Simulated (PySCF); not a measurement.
## Two runs on HF$_{2}$

System: HF$_{2}$, charge −1.
Method of the first run: GIAO PBE0/pcSseg-2 NMR shielding, non-relativistic, gas phase (PySCF 2.14.0).

The geometry comes from this level: PBE0-D3(BJ)/def2-SVP. Text and figures count atoms from 1; the logs count them from 0 in places.

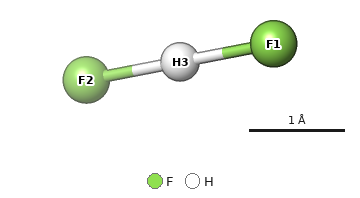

Fig. 1: The input geometry (ball-and-stick view, seen at a tilt; atoms are numbered from 1 in the order of the input).

Input file, the first run:
```
{"job": {"kind": "nmr", "xc": "PBE0", "basis": "pcSseg-2", "pop": false}, "charge": -1, "multiplicity": 1}
F      0.000000     0.000000    -1.143874
F     -0.000000    -0.000000     1.143887
H     -0.000000    -0.000000    -0.000013
```

The first line tells a small driver script what to run in PySCF; the rest is the geometry in Å.

Hardware: 2 threads of Arm Neoverse V2, 24 GiB of memory available, shared host.

Output (the first run):
```
coarse grid: 2792 points
cycle   1  E = -200.1328692866  dE = -1.897e-01  |g| = 8.702e-01  |ddm| = 7.458e-01
cycle   2  E = -200.0094883649  dE =  1.234e-01  |g| = 1.317e+00  |ddm| = 8.945e-01
cycle   3  E = -200.2549887604  dE = -2.455e-01  |g| = 2.931e-02  |ddm| = 4.897e-01
cycle   4  E = -200.2550843146  dE = -9.555e-05  |g| = 7.259e-03  |ddm| = 9.955e-03
cycle   5  E = -200.2550914615  dE = -7.147e-06  |g| = 7.373e-04  |ddm| = 2.986e-03
final grid: 28584 points
cycle   6  E = -200.2572968465  dE = -5.599e-05  |g| = 3.738e-03  |ddm| = 1.315e-02
cycle   7  E = -200.2572958244  dE =  1.022e-06  |g| = 4.676e-03  |ddm| = 2.881e-03
cycle   8  E = -200.2572987126  dE = -2.888e-06  |g| = 2.752e-04  |ddm| = 1.682e-03
cycle   9  E = -200.2572987205  dE = -7.956e-09  |g| = 4.796e-05  |ddm| = 1.079e-04
cycle  10  E = -200.2572987208  dE = -2.842e-10  |g| = 1.131e-05  |ddm| = 1.868e-05
converged SCF energy = -200.2572987208

GIAO shielding tensors (ppm)
atom      isotropic    diamagn.    paramagn.     s11        s22        s33       span
  0 F      399.046     476.826     -77.780    356.375    356.375    484.386    128.011
  1 F      399.048     476.826     -77.778    356.380    356.380    484.386    128.006
  2 H       13.362      17.190      -3.828     -5.022     -5.022     50.131     55.153
```

The second run used a changed input.

The two runs side by side:

| quantity | the first run | the second run |
| --- | --- | --- |
| outcome | converged | converged |
| total energy (hartree) | −200.257299 | −199.577571 |
| HOMO (eV) | −2.60 | −7.59 |
| LUMO (eV) | 8.08 | 10.34 |
| shielding of F1 (ppm) | 399.0 | 409.2 |
| shielding of F2 (ppm) | 399.0 | 409.3 |
| shielding of H3 (ppm) | 13.4 | 11.3 |
| SCF iterations | 10 | 8 |
| basis functions | 86 | 86 |

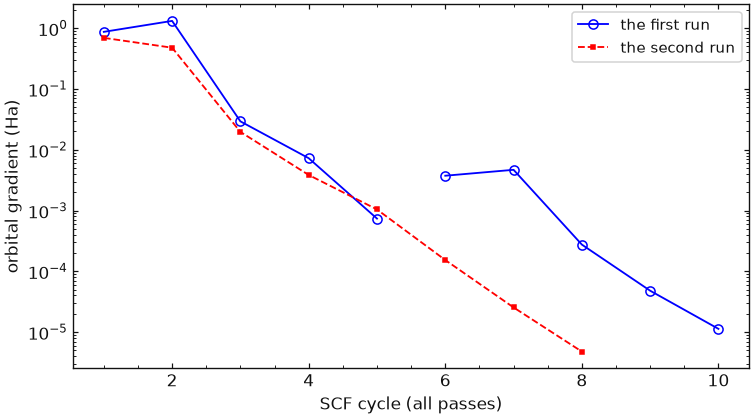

Fig. 2: Convergence of the two runs: orbital gradient against the SCF cycle. A break in a curve parts two SCF passes (coarse and final grid). The first run takes 10 cycles in all, and the second run takes 8.

Which change of the input explains these differences?

The change (lines with − go, lines with + come):
```diff
-"xc": "PBE0"
+"xc": "HF"
```

The total energies belong to different methods, so their difference says nothing on which is more stable or more accurate. The HOMO goes from −2.60 to −7.59 eV. The LUMO goes from 8.08 to 10.34 eV. Of all shieldings, the largest change is that of F1 and F2, by +10.2 ppm. The method changes from PBE0 to HF. The SCF takes 8 iterations against 10.

Output (the second run):
```
final grid: 28584 points
cycle   1  E = -199.5017609751  dE = -4.926e-01  |g| = 6.926e-01  |ddm| = 7.437e-01
cycle   2  E = -199.5498018430  dE = -4.804e-02  |g| = 4.773e-01  |ddm| = 4.488e-01
cycle   3  E = -199.5774764244  dE = -2.767e-02  |g| = 1.968e-02  |ddm| = 1.419e-01
cycle   4  E = -199.5775645475  dE = -8.812e-05  |g| = 3.846e-03  |ddm| = 1.556e-02
cycle   5  E = -199.5775709730  dE = -6.425e-06  |g| = 1.042e-03  |ddm| = 4.437e-03
cycle   6  E = -199.5775713940  dE = -4.210e-07  |g| = 1.533e-04  |ddm| = 1.308e-03
cycle   7  E = -199.5775714044  dE = -1.036e-08  |g| = 2.545e-05  |ddm| = 2.429e-04
cycle   8  E = -199.5775714046  dE = -2.541e-10  |g| = 4.780e-06  |ddm| = 2.896e-05
converged SCF energy = -199.5775714046

GIAO shielding tensors (ppm)
atom      isotropic    diamagn.    paramagn.     s11        s22        s33       span
  0 F      409.249     476.791     -67.542    371.619    371.620    484.508    112.889
  1 F      409.251     476.792     -67.541    371.622    371.623    484.508    112.886
  2 H       11.298      15.274      -3.976     -7.415     -7.415     48.724     56.139
```
